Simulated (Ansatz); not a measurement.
# What a change does: single-point calculation on C3H4F2

System: C3H4F2.
Method of the first run: RKS wB97M-V/def2-SVP (Ansatz 0.2.0).

The geometry comes from this level: PBE0-D4/def2-TZVP. Text and figures count atoms from 1; the logs count them from 0 in places.

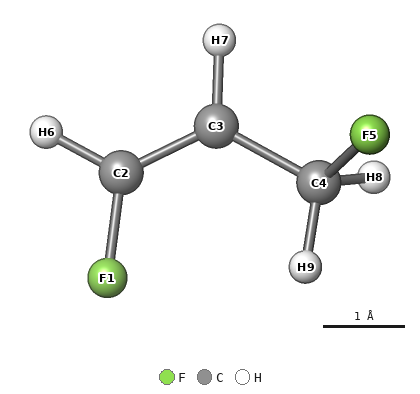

Figure 1. The structure (ball-and-stick view, seen at a tilt; atoms are numbered from 1 in the order of the input). Bond lengths as drawn: C–C 1.32 to 1.48 Å, C–F 1.34 to 1.39 Å and C–H 1.08 to 1.09 Å.

**Input, the first run**
```yaml
crystal:
  periodic: [false, false, false]
  atoms:
    - {symbol: F, position_ang: [-1.771327, 0.696166, -0.764214]}
    - {symbol: C, position_ang: [-0.756827, -0.083772, -1.148784]}
    - {symbol: C, position_ang: [0.269876, -0.355359, -0.364290]}
    - {symbol: C, position_ang: [0.439527, 0.155223, 1.019396]}
    - {symbol: F, position_ang: [1.656575, 0.811370, 1.133742]}
    - {symbol: H, position_ang: [-0.888879, -0.458706, -2.156852]}
    - {symbol: H, position_ang: [1.042356, -1.001259, -0.765614]}
    - {symbol: H, position_ang: [0.449753, -0.666682, 1.742674]}
    - {symbol: H, position_ang: [-0.352552, 0.856817, 1.286942]}
basis:
  gaussian: {orbitals: def2-SVP}
hamiltonian: {xc: {name: wB97M-V}}
output: {orbitals: {seedname: orbitals}}
```

Hardware: 2 CPU threads, shared host.

**Output (the first run)**
```
Functional definition: wB97M-V
  parameter omega = 0.3/bohr
  parameter cx = 0.15
  parameter cx01 = 1.007
  parameter cx10 = 0.259
  parameter css00 = 0.443
  parameter css04 = -1.437
  parameter css10 = -4.535
  parameter css20 = -3.390
  parameter css43 = 4.278
  parameter cos00 = 1.000
  parameter cos10 = 1.358
  parameter cos20 = 2.924
  parameter cos21 = -8.812
  parameter cos60 = -1.390
  parameter cos61 = 9.142
  parameter b = 6.0
  parameter c = 0.01
  gx(w, u) = 1 - cx + cx01*u + cx10*w
  gss(w, u) = css00 + css04*u^4 + css10*w + css20*w^2 + css43*w^4*u^3
  gos(w, u) = cos00 + cos10*w + (cos20 + cos21*u)*w^2 + (cos60 + cos61*u)*w^6
  exchange = spin_sum(e_x_unif_sr(omega)*gx(b97_w, b97_u_x)) + cx*exact_x_sr(omega) + exact_x_lr(omega)
  correlation = spin_sum(e_c_pw_mod_same_spin*gss(b97_w, b97_u_same))
      + integral(e_c_pw_mod_opposite_spin*gos(b97_w_opposite, b97_u_opposite)) + vv10(b, c)
1002 factors; their error is unknown
214 factors; integrals over basis functions are off by at most 8.5e-6 eV
mean field evaluation 1: about -8597.2663 eV, gradient 3.1e1 eV
mean field evaluation 2: about -8598.2667 eV, gradient 2.4e1 eV
mean field evaluation 4: about -8599.3031 eV, gradient 1.1e0 eV
mean field evaluation 8: about -8599.2791 eV, gradient 2.7e-1 eV
mean field evaluation 16: about -8599.2793 eV, gradient 1.6e-5 eV
mean field -8599.27927610 eV, -316.0176845959 hartree, gradient 1.6e-5 eV, S^2 0.000000; 0 other end points of the search recorded, 0 dependent functions left out
reference -8599.27930685 eV, -316.0176857259 hartree; 20, 20 occupied and 70, 70 virtual orbitals, 1002 factors
Total energy: -8599.27930685 eV, -316.0176857259 hartree
```

The second run used a changed input.

**The two runs side by side**

| quantity | the first run | the second run |
| --- | --- | --- |
| outcome | converged | converged |
| total energy (hartree) | −316.017686 | −316.421128 |
| HOMO (eV) | −10.04 | −10.19 |
| LUMO (eV) | 2.36 | 1.85 |
| basis functions | 90 | 405 |
| wall time (shared host) | 6 s | 23 s |

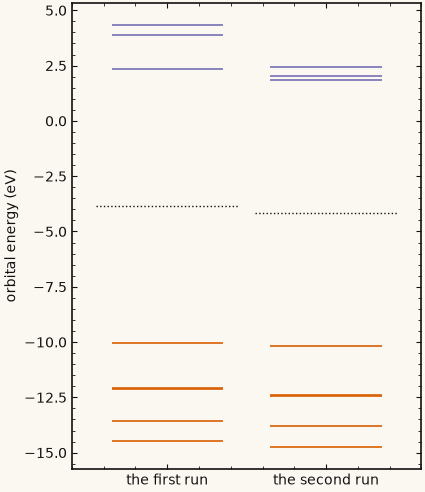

Figure 2. The five highest filled and three lowest empty orbital energies of the two runs; the dotted lines part filled from empty levels. The HOMO–LUMO gap is 12.40 eV in the first run and 12.04 eV in the second run.

What was changed in the input?

The change (lines with − go, lines with + come):
```diff
-  gaussian: {orbitals: def2-SVP}
+  gaussian: {orbitals: "def2-QZVPP.json"}
```

The total energy of the second run is 253.2 kcal/mol lower, which measures the change of basis and not a stability. The HOMO goes from −10.04 to −10.19 eV. The LUMO goes from 2.36 to 1.85 eV. The basis functions go from 90 to 405.

**Output (the second run)**
```
Functional definition: wB97M-V
  parameter omega = 0.3/bohr
  parameter cx = 0.15
  parameter cx01 = 1.007
  parameter cx10 = 0.259
  parameter css00 = 0.443
  parameter css04 = -1.437
  parameter css10 = -4.535
  parameter css20 = -3.390
  parameter css43 = 4.278
  parameter cos00 = 1.000
  parameter cos10 = 1.358
  parameter cos20 = 2.924
  parameter cos21 = -8.812
  parameter cos60 = -1.390
  parameter cos61 = 9.142
  parameter b = 6.0
  parameter c = 0.01
  gx(w, u) = 1 - cx + cx01*u + cx10*w
  gss(w, u) = css00 + css04*u^4 + css10*w + css20*w^2 + css43*w^4*u^3
  gos(w, u) = cos00 + cos10*w + (cos20 + cos21*u)*w^2 + (cos60 + cos61*u)*w^6
  exchange = spin_sum(e_x_unif_sr(omega)*gx(b97_w, b97_u_x)) + cx*exact_x_sr(omega) + exact_x_lr(omega)
  correlation = spin_sum(e_c_pw_mod_same_spin*gss(b97_w, b97_u_same))
      + integral(e_c_pw_mod_opposite_spin*gos(b97_w_opposite, b97_u_opposite)) + vv10(b, c)
1139 factors; their error is unknown
275 factors; integrals over basis functions are off by at most 9.9e-6 eV
mean field evaluation 1: about -8607.0997 eV, gradient 4.0e1 eV
mean field evaluation 2: about -8608.5791 eV, gradient 3.1e1 eV
mean field evaluation 4: about -8610.2511 eV, gradient 1.7e0 eV
mean field evaluation 8: about -8610.2611 eV, gradient 6.6e-2 eV
mean field evaluation 16: about -8610.2575 eV, gradient 1.7e-4 eV
mean field -8610.25747895 eV, -316.4211261093 hartree, gradient 1.9e-5 eV, S^2 0.000000; 0 other end points of the search recorded, 0 dependent functions left out
reference -8610.25752904 eV, -316.4211279502 hartree; 20, 20 occupied and 385, 385 virtual orbitals, 1139 factors
Total energy: -8610.25752904 eV, -316.4211279502 hartree
```
